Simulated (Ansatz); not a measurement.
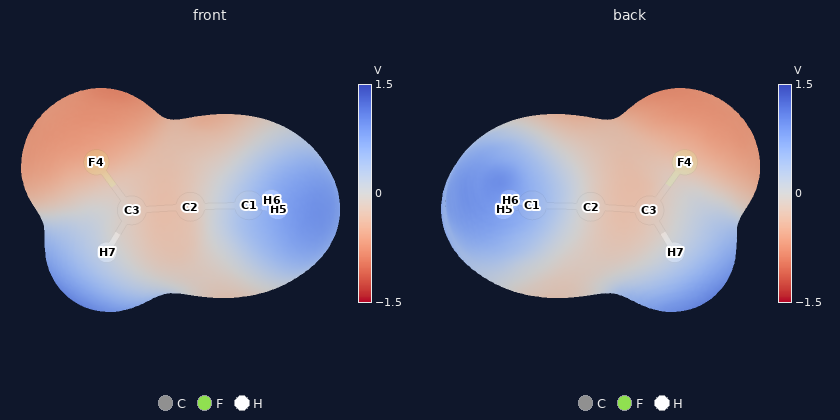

C3H3F (SMILES C=C=CF). The electrostatic potential painted on the density surface at 0.001 e/bohr³, seen from the front and from behind; the colour scale runs from red (negative) to blue (positive).

Geometry: r2SCAN-D4/def2-SVP.

All numbers below come from isolated molecule in a Gaussian basis; Kohn-Sham density functional theory, functional PBE0 (Ansatz).

```yaml
atoms:
  - { symbol: C, position_ang: [-1.4430, 1.7512, -2.8004] }
  - { symbol: C, position_ang: [-1.1493, 1.5666, -1.5373] }
  - { symbol: C, position_ang: [-0.8490, 1.3363, -0.2810] }
  - { symbol: F, position_ang: [-0.8304, 2.2997, 0.6575] }
  - { symbol: H, position_ang: [-0.6701, 1.9988, -3.5398] }
  - { symbol: H, position_ang: [-2.4744, 1.6712, -3.1681] }
  - { symbol: H, position_ang: [-0.5882, 0.3488, 0.1159] }
```

> Where is the surface potential most negative and most positive?

The most negative region (about −0.8 V, or −18 kcal/mol for a unit charge) lies over F4, the most positive (about +1.0 V, or +23 kcal/mol for a unit charge) over H6 and H7.
